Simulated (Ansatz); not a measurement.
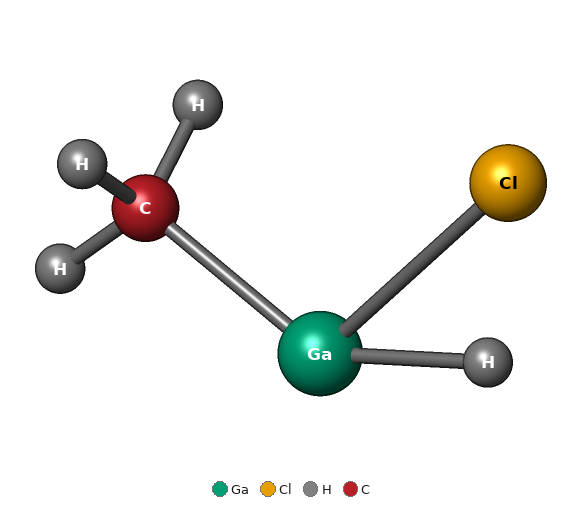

Sticks follow a distance rule. Harmonic vibrations computed with RKS PBE0-D4/def2-TZVP (Ansatz 0.2.0) at a stationary point of the same level.

Question: How many imaginary frequencies does it have?

Answer: A first-order saddle point: one imaginary frequency, 848i cm⁻¹.

Question: How many vibrational modes are there, and where do they lie?

Answer: 15 modes: 848i, 62, 96, 281, 458, 562, 661, 700, 1198, 1429, 1433, 1515, 3047, 3138, 3155 cm⁻¹.
